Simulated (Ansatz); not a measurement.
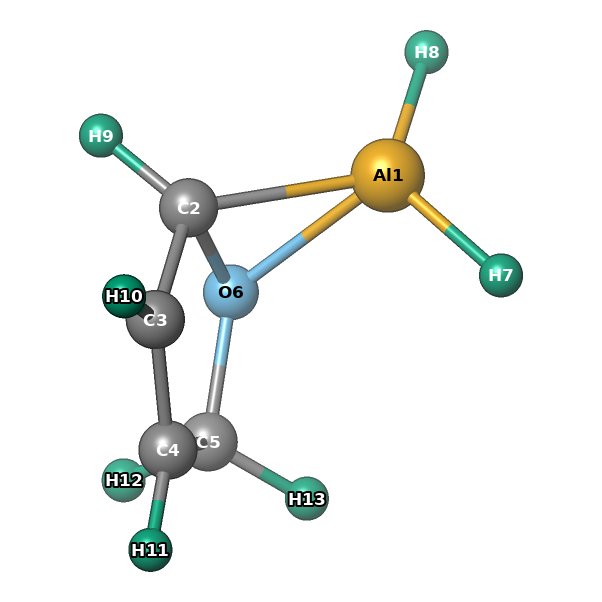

C5 lies behind C4. The molecule seen a little off the C4–C5 bond, C4 in front. Distant atoms are faded towards the background colour. The computed structure is the end point of a PBE-D4/def2-SVP optimisation. No frequency run is at hand to confirm it as a minimum.

> What is the torsion angle C3–C4–C5–O6? The sign is positive where the front bond must turn clockwise to cover the back bond.

5°, synperiplanar (eclipsed).
